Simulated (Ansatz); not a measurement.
**Fields on a plane of TiO2 (space group P2_1/c)**

```
TiO2
1.0
    4.78032     0.00000     0.00000
    0.00000     4.86143     0.00000
   -0.87340     0.00000     4.92531
Ti O
4 8
Direct
  0.27862   0.44504   0.71356
  0.72138   0.55496   0.28644
  0.72138   0.94504   0.78644
  0.27862   0.05496   0.21356
  0.44378   0.74138   0.96950
  0.55622   0.25862   0.03050
  0.55622   0.24138   0.53050
  0.44378   0.75862   0.46950
  0.06522   0.32791   0.34661
  0.93478   0.67209   0.65339
  0.93478   0.82791   0.15339
  0.06522   0.17209   0.84661
```

The slice is a (1 0 -1) plane (indices of the conventional cell) through the point (0.556, 0.241, 0.530) (fractional), spanned by u = [010] and v = [101] in vectors of this cell: u (4.86 Å) and v (6.29 Å, at 90° to u). It covers one period; positions are fractions (u, v).

Atoms on it: Ti at (0.81, 0.70), 0.1 Å off the plane; O at (0.00, 0.00); O at (0.52, 0.91), 0.2 Å off the plane. Other atoms lie within 1 Å of the plane.

The numbers are results of PBEsol (plane waves to 420 eV, PAW, scalar-relativistic; Ansatz, a quantum-chemistry and plane-wave program), not measurements. k mesh 6×6×6. Inside the PAW spheres the values are not all-electron values, and peaks at nuclei hang on which shells count as valence. This is one of several known forms of TiO2; the measured ambient cells at hand have space group No. 60 or 61 or 136 or 141. TiO2 is run without spin polarisation. TiO2 was relaxed with its symmetry unable to fall.

```
|941000148610029|
|630000231200015|
|100000266200001|
|000000123100000|
|000000000000000|
|011000000000000|
|011000000000000|
|000000001100000|
|000000012100000|
|210000012200012|
|520000011100015|
|630000000000016|
|420000000000013|
|100001110000001|
|000002210000000|
|000001210000000|
|100000000000000|
|641000000000003|
|982000012100014|
|031000148510012|
```
Scale: ten equal steps from 0.000 (start of '0') to 0.086 (end of '9'), in the order '0123456789'. Values: density of the highest valence band (whole band, smooth part) in e/Å³. The map has 15 points along u (one character each, u = 0 at the left) and 20 along v (v = 0 in the bottom row). 

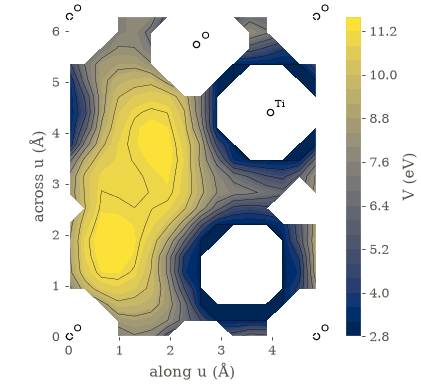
Fig. 1. Electrostatic potential energy of an electron, from the cell's mean, in eV, one period of the plane, atoms marked. Points within 0.8 Å of a nucleus are left white, as the pseudised field means little there. Values under 3 eV are set to 3. The zero, the cell's mean, hangs on the PAW cores.

Element round which the density of the highest valence band (whole band, smooth part) is largest on this plane: O. Element round which the density of the lowest conduction band (whole band as if filled, smooth part) is largest on this plane: Ti.
